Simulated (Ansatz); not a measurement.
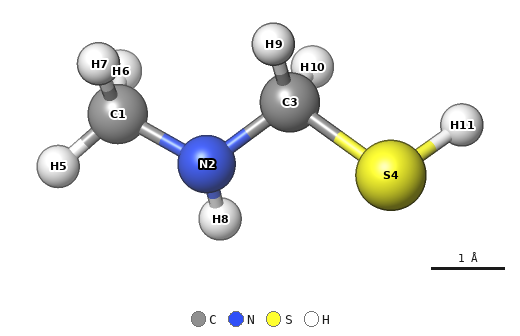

The structure as given in the input (ball-and-stick view, seen at a tilt; atoms are numbered from 1 in the order of the input). Bond lengths as drawn: C–H 1.10 to 1.11 Å, C–N 1.44 Å, C–S 1.83 Å, H–N 1.02 Å and H–S 1.35 Å.

Run report: C$_{2}$H$_{7}$NS, nudged elastic band (part 1 of 2)

C$_{2}$H$_{7}$NS, computed with RKS CAM-B3LYP-D4/def2-SVP (Ansatz 0.2.0).

It belongs to a series of runs on one base structure; here: band between the two ends. Figures and captions count atoms from 1; the log counts them from 0 in places.

Input file
```yaml
crystal:
  periodic: [false, false, false]
  atoms:
    - { symbol: C, position_ang: [-0.594802, 1.463751, 0.112441] }
    - { symbol: "N", position_ang: [-0.463011, 0.089706, 0.536899] }
    - { symbol: C, position_ang: [0.571415, -0.643264, -0.136056] }
    - { symbol: S, position_ang: [0.733955, -2.273099, 0.677818] }
    - { symbol: H, position_ang: [-1.420768, 1.943926, 0.656685] }
    - { symbol: H, position_ang: [-0.782156, 1.593104, -0.975436] }
    - { symbol: H, position_ang: [0.323823, 2.022679, 0.353877] }
    - { symbol: H, position_ang: [-1.347058, -0.409785, 0.471839] }
    - { symbol: H, position_ang: [1.515372, -0.08349, -0.041867] }
    - { symbol: H, position_ang: [0.395378, -0.806454, -1.220047] }
    - { symbol: H, position_ang: [1.133353, -2.954173, -0.415452] }
basis:
  gaussian: { orbitals: def2-SVP }
hamiltonian:
  xc: cam_b3lyp
  dispersion: d4
neb:
  order_check: false
  images: 7
  f_tol: 0.05
  max_iterations: 60
  final_atoms:
    - { symbol: C, position_ang: [-0.80622695, 1.63845389, -0.19100627] }
    - { symbol: "N", position_ang: [-0.53461486, 0.25524075, 0.35272107] }
    - { symbol: C, position_ang: [0.70382621, -0.45708498, -0.07775546] }
    - { symbol: S, position_ang: [0.95753339, -2.08133665, 0.69821761] }
    - { symbol: H, position_ang: [-0.53579539, 0.30281894, 1.37623885] }
    - { symbol: H, position_ang: [-0.8012076, 1.50416062, -1.28969942] }
    - { symbol: H, position_ang: [0.09947811, 2.21725247, 0.07257847] }
    - { symbol: H, position_ang: [-1.34449666, -0.33041075, 0.13016914] }
    - { symbol: H, position_ang: [1.54988508, 0.18043075, 0.20681166] }
    - { symbol: H, position_ang: [0.67780549, -0.52044066, -1.17204907] }
    - { symbol: H, position_ang: [0.09931419, -2.76618339, -0.08552559] }
  initial_path:
    images:
      - { positions_ang: [[-0.594802, 1.463751, 0.112441], [-0.463011, 0.089706, 0.536899], [0.571415, -0.643264, -0.136056], [0.733955, -2.273099, 0.677818], [-1.420768, 1.943926, 0.656685], [-0.782156, 1.593104, -0.975436], [0.323823, 2.022679, 0.353877], [-1.347058, -0.409785, 0.471839], [1.515372, -0.08349, -0.041867], [0.395378, -0.806454, -1.220047], [1.133353, -2.954173, -0.415452]] }
      - { positions_ang: [[-0.58519056, 1.47460233, 0.06893802], [-0.48470745, 0.12215736, 0.52880077], [0.53920106, -0.62981486, -0.13843421], [0.65319764, -2.27445834, 0.62722125], [-1.32328611, 1.77485581, 0.77918597], [-0.80156879, 1.57739363, -1.01764084], [0.33688071, 2.03709996, 0.27701603], [-1.36111682, -0.365376, 0.45114997], [1.50552063, -0.11174948, 0.00573381], [0.38526049, -0.75720714, -1.21354384], [1.20131021, -2.90460227, -0.34772593]] }
      - { positions_ang: [[-0.57557911, 1.48545367, 0.02543503], [-0.5064039, 0.15460871, 0.52070254], [0.50698712, -0.61636572, -0.14081242], [0.57244029, -2.27581768, 0.5766245], [-1.22580423, 1.60578561, 0.90168694], [-0.82098158, 1.56168327, -1.05984568], [0.34993841, 2.05152092, 0.20015507], [-1.37517563, -0.320967, 0.43046095], [1.49566925, -0.14000896, 0.05333462], [0.37514298, -0.70796027, -1.20704068], [1.26926741, -2.85503155, -0.27999987]] }
      - { positions_ang: [[-0.56596767, 1.496305, -0.01806795], [-0.52810035, 0.18706007, 0.51260431], [0.47477318, -0.60291658, -0.14319063], [0.49168293, -2.27717701, 0.52602775], [-1.12832234, 1.43671542, 1.02418791], [-0.84039437, 1.5459729, -1.10205052], [0.36299612, 2.06594187, 0.1232941], [-1.38923445, -0.27655799, 0.40977192], [1.48581788, -0.16826844, 0.10093543], [0.36502546, -0.65871341, -1.20053752], [1.33722462, -2.80546082, -0.2122738]] }
      - { positions_ang: [[-0.55635623, 1.50715633, -0.06157093], [-0.54979681, 0.21951142, 0.50450608], [0.44255924, -0.58946744, -0.14556884], [0.41092557, -2.27853635, 0.475431], [-1.03084045, 1.26764523, 1.14668888], [-0.85980717, 1.53026253, -1.14425536], [0.37605383, 2.08036283, 0.04643313], [-1.40329327, -0.23214899, 0.38908289], [1.47596651, -0.19652792, 0.14853624], [0.35490795, -0.60946655, -1.19403436], [1.40518183, -2.75589009, -0.14454774]] }
      - { positions_ang: [[-0.61882391, 1.53998072, -0.09392977], [-0.54600132, 0.22844375, 0.46655983], [0.50787598, -0.55637182, -0.1286155], [0.54757753, -2.22923643, 0.53112765], [-0.90707919, 1.02643866, 1.20407637], [-0.84515728, 1.52373705, -1.18061637], [0.3069099, 2.11458524, 0.05296947], [-1.38859412, -0.25671443, 0.32435445], [1.49444615, -0.10228825, 0.1631051], [0.43563233, -0.58721008, -1.18853804], [1.07871492, -2.75846342, -0.1297922]] }
      - { positions_ang: [[-0.68129159, 1.57280511, -0.1262886], [-0.54220583, 0.23737609, 0.42861358], [0.57319272, -0.52327621, -0.11166215], [0.68422948, -2.1799365, 0.58682431], [-0.78331792, 0.78523209, 1.26146386], [-0.83050738, 1.51721157, -1.21697739], [0.23776597, 2.14880765, 0.0595058], [-1.37389496, -0.28127987, 0.25962602], [1.51292579, -0.00804858, 0.17767395], [0.51635672, -0.5649536, -1.18304171], [0.75224801, -2.76103674, -0.11503667]] }
      - { positions_ang: [[-0.74375927, 1.6056295, -0.15864743], [-0.53841034, 0.24630842, 0.39066733], [0.63850946, -0.49018059, -0.09470881], [0.82088143, -2.13063657, 0.64252096], [-0.65955666, 0.54402551, 1.31885135], [-0.81585749, 1.5106861, -1.25333841], [0.16862204, 2.18303006, 0.06604214], [-1.35919581, -0.30584531, 0.19489758], [1.53140543, 0.08619109, 0.19224281], [0.5970811, -0.54269713, -1.17754539], [0.4257811, -2.76361007, -0.10028113]] }
      - { positions_ang: [[-0.80622695, 1.63845389, -0.19100627], [-0.53461486, 0.25524075, 0.35272107], [0.70382621, -0.45708498, -0.07775546], [0.95753339, -2.08133665, 0.69821761], [-0.53579539, 0.30281894, 1.37623885], [-0.8012076, 1.50416062, -1.28969942], [0.09947811, 2.21725247, 0.07257847], [-1.34449666, -0.33041075, 0.13016914], [1.54988508, 0.18043075, 0.20681166], [0.67780549, -0.52044066, -1.17204907], [0.09931419, -2.76618339, -0.08552559]] }
```

Machine: 2 threads of Intel Xeon (Sapphire Rapids), 16 GiB of memory available, shared host.

Launch command:
```bash
ansatz run input.yaml --threads 2 --pin off --max-ram 3072MiB --backend cpu --events-out ev --progress --plain --runs-dir out
```

Output
```
Engine: ansatz 0.2.0, x86_64-unknown-linux-gnu
Functional definition: CAM-B3LYP
  parameter alpha = 0.19
  parameter beta = 0.46
  parameter omega = 0.33/bohr
  parameter ac = 0.81
  exchange = (1 - alpha - beta)*b88_x + beta*b88_x_sr(omega) + alpha*exact_x + beta*exact_x_lr(omega)
  correlation = (1 - ac)*vwn5_c + ac*lyp_c
1054 factors; integrals over basis functions are off by at most 3.7e-4 eV
341 factors; integrals over basis functions are off by at most 8.1e-7 eV
mean field evaluation 1: about -14501.4518 eV, gradient 4.0e1 eV
mean field evaluation 2: about -14501.4354 eV, gradient 4.1e1 eV
mean field evaluation 4: about -14505.1505 eV, gradient 1.4e0 eV
mean field evaluation 8: about -14505.1784 eV, gradient 2.4e-2 eV
mean field -14505.17837279 eV, -533.0554732372 hartree, gradient 6.0e-5 eV, S^2 0.000000; 0 other end points of the search recorded, 0 dependent functions left out
the calculation of the forces begins
reference -14505.17848162 eV, -533.0554772363 hartree; 21, 21 occupied and 74, 74 virtual orbitals, 1054 factors
1054 factors; integrals over basis functions are off by at most 1.2e-3 eV
341 factors; integrals over basis functions are off by at most 9.0e-7 eV
mean field evaluation 16: about -14498.0916 eV, gradient 4.1e1 eV
mean field evaluation 32: about -14502.4028 eV, gradient 3.1e-5 eV
mean field -14502.40278914 eV, -532.9534724191 hartree, gradient 3.1e-5 eV, S^2 0.000000; 0 other end points of the search recorded, 0 dependent functions left out
[... from here on the field's lines of each further geometry are left out, up to the last ...]
NEB iter   1: max|band force component| = 3.158e1 eV/Å  barrier→ = 9.7329 eV  barrier← = 6.9644 eV  Δτ_max = 0.2000 Å  (240 SCF iters)
NEB iter   2: max|band force component| = 7.740e0 eV/Å  barrier→ = 4.2886 eV  barrier← = 1.5201 eV  Δτ_max = 0.1973 Å  (217 SCF iters)
NEB iter   3: max|band force component| = 4.129e0 eV/Å  barrier→ = 3.7916 eV  barrier← = 1.0231 eV  Δτ_max = 0.1954 Å  (214 SCF iters)
NEB iter   4: max|band force component| = 1.707e0 eV/Å  barrier→ = 3.5749 eV  barrier← = 0.8064 eV  Δτ_max = 0.1944 Å  (213 SCF iters)
NEB iter   5: max|band force component| = 1.467e0 eV/Å  barrier→ = 3.3182 eV  barrier← = 0.5498 eV  Δτ_max = 0.1981 Å  (214 SCF iters)
NEB iter   6: max|band force component| = 1.087e0 eV/Å  barrier→ = 3.3041 eV  barrier← = 0.5357 eV  Δτ_max = 0.1980 Å  (213 SCF iters)
NEB iter   7: max|band force component| = 8.074e-1 eV/Å  barrier→ = 3.2977 eV  barrier← = 0.5293 eV  Δτ_max = 0.1961 Å  (204 SCF iters)
NEB iter   8: max|band force component| = 5.495e-1 eV/Å  barrier→ = 3.2805 eV  barrier← = 0.5121 eV  Δτ_max = 0.1929 Å  (210 SCF iters)
NEB iter   9: max|band force component| = 1.085e0 eV/Å  barrier→ = 3.1716 eV  barrier← = 0.4031 eV  CI = image 6  Δτ_max = 0.1975 Å  (209 SCF iters)
NEB iter  10: max|band force component| = 1.129e0 eV/Å  barrier→ = 3.3970 eV  barrier← = 0.6286 eV  CI = image 6  Δτ_max = 0.1955 Å  (201 SCF iters)
NEB iter  11: max|band force component| = 1.103e0 eV/Å  barrier→ = 3.6202 eV  barrier← = 0.8518 eV  CI = image 6  Δτ_max = 0.0980 Å  (203 SCF iters)
NEB iter  12: max|band force component| = 8.300e-1 eV/Å  barrier→ = 3.6085 eV  barrier← = 0.8400 eV  CI = image 6  Δτ_max = 0.0408 Å  (197 SCF iters)
NEB iter  13: max|band force component| = 2.134e-1 eV/Å  barrier→ = 3.5926 eV  barrier← = 0.8241 eV  CI = image 6  Δτ_max = 0.0493 Å  (187 SCF iters)
NEB iter  14: max|band force component| = 8.764e-2 eV/Å  barrier→ = 3.5923 eV  barrier← = 0.8239 eV  CI = image 6  Δτ_max = 0.0145 Å  (186 SCF iters)
NEB iter  15: max|band force component| = 5.908e-2 eV/Å  barrier→ = 3.5919 eV  barrier← = 0.8234 eV  CI = image 6  Δτ_max = 0.0127 Å  (174 SCF iters)
the calculation of the forces begins
reference -14502.32114100 eV, -532.9504719055 hartree; 21, 21 occupied and 74, 74 virtual orbitals, 1054 factors
1054 factors; integrals over basis functions are off by at most 1.2e-3 eV
341 factors; integrals over basis functions are off by at most 8.5e-7 eV
mean field -14501.58227374 eV, -532.9233190345 hartree, gradient 9.8e-6 eV, S^2 0.000000; 1 other end points of the search recorded, 0 dependent functions left out
the calculation of the forces begins
reference -14501.58238248 eV, -532.9233230304 hartree; 21, 21 occupied and 74, 74 virtual orbitals, 1054 factors
NEB iter  16: max|band force component| = 3.480e-2 eV/Å  barrier→ = 3.5916 eV  barrier← = 0.8231 eV  CI = image 6  Δτ_max = 0.0000 Å  (359 SCF iters)
```
